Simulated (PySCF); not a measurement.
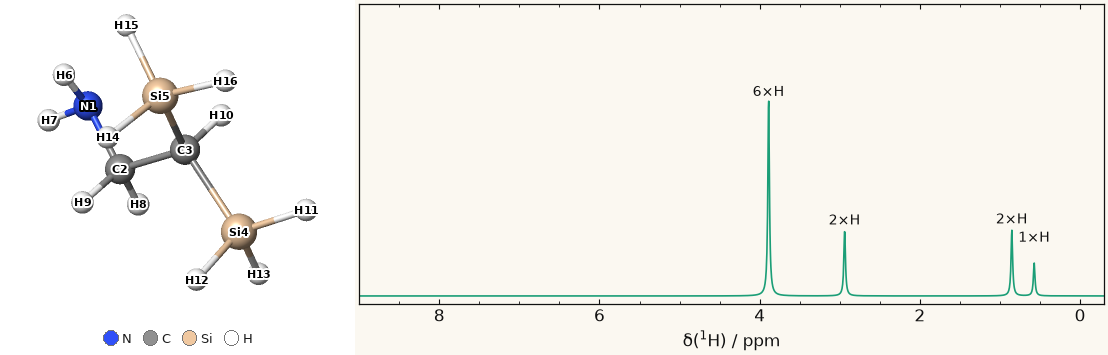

Spectrum and numbered structure of C₂H₁₁NSi₂, SMILES NCC([SiH3])[SiH3]. GIAO shifts, CAM-B3LYP/pcSseg-2 with PySCF, at a PBE0-D3(BJ)/def2-SVP geometry (no frequency check), against TMS for ¹H computed at the same level. Gas phase, fully decoupled, line heights follow the number of nuclei, widths are arbitrary (no quadrupolar broadening); values of one conformer, averaged over nuclei that symmetry, rotation about single bonds or inversion at nitrogen exchange, these motions taken as fast; other conformers aren't averaged in. Protons on N, O or S are those of the isolated molecule, without hydrogen bonds to neighbours or exchange.

Which ¹H nuclei are the least shielded, and which the most?

Least shielded: H11, H12, H13, H14, H15 and H16 at 3.89 ppm. Most shielded: H10 at 0.57 ppm.
